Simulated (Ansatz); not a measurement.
## What x(C) = 0.25, 8 atoms, Pmmm does to MgO

The parent structure is MgO in the rock salt structure (space group Fm-3m, No. 225; a = 4.214 Å).

The other end (x = 1) is MgC in the rock salt structure (space group Fm-3m, No. 225; a hypothetical phase, not in the database extracts checked): 12.03 Å³/atom, gap zero; this end may not be an ambient phase.

The change: a fraction x = 0.25 of the O sites is given to C, ordered in a cell of 8 atoms (starting symmetry Pmmm) and fully relaxed.

Level of theory: Ansatz (a program for electronic structure) PBEsol, no SOC. Settings: 16×11×8 k-points, 0.05 eV Fermi–Dirac smearing, for the changed cell.

The volume per atom grows by 0.791 Å³ (9.35 Å³ → 10.15 Å³) and the density drops by 0.36 g/cm³ to 3.22 g/cm³. The shortest interatomic distance shrinks by 0.044 Å to 2.063 Å and the band gap changes from 4.62 eV to zero. The magnetic state changes from not spin-polarised to ferromagnetic and the largest site moment goes from zero to 0.69 μB. The mixing energy amounts to +0.14 eV/atom (to 0.01 eV only: unlike meshes or grids) (against an end that may be hypothetical) and the deviation of the volume from the linear (Vegard-type) interpolation amounts to +1.2 %. The mean first-shell distances comes out as O–Mg 2.148 Å (end compound 2.107 Å), C–Mg 2.223 Å (end compound 2.291 Å).

Final structure:

```yaml
crystal:
  lattice:
    - [2.96107, 0.00000, 0.00000]
    - [0.00000, 4.41268, 0.00000]
    - [0.00000, 0.00000, 6.21188]
  atoms:
    - { symbol: O, position: [0.00000, 0.00000, 0.75814] }
    - { symbol: C, position: [0.50000, 0.50000, 0.50000] }
    - { symbol: O, position: [0.00000, 0.00000, 0.24186] }
    - { symbol: O, position: [0.50000, 0.50000, 0.00000] }
    - { symbol: Mg, position: [0.00000, 0.50000, 0.76875] }
    - { symbol: Mg, position: [0.50000, 0.00000, 0.50000] }
    - { symbol: Mg, position: [0.00000, 0.50000, 0.23125] }
    - { symbol: Mg, position: [0.50000, 0.00000, 0.00000] }
```

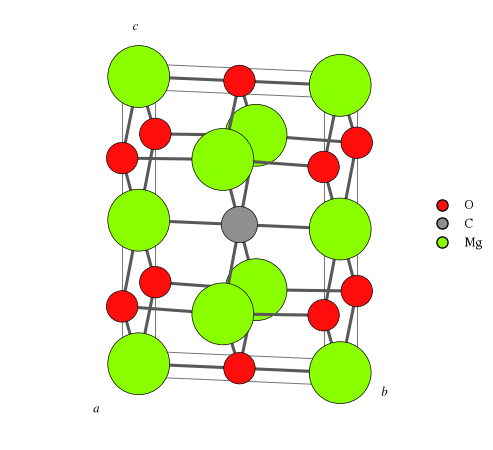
Fig. 1. The relaxed conventional cell after the change

Other magnetic orders, which the real material may have, were not ruled out. Each cell is one ordered arrangement of few atoms, which overstates ordering effects compared with a random alloy. Stability against distortions was not tested. Spin-polarised in the final run: Mg4CO3; the other runs are not.
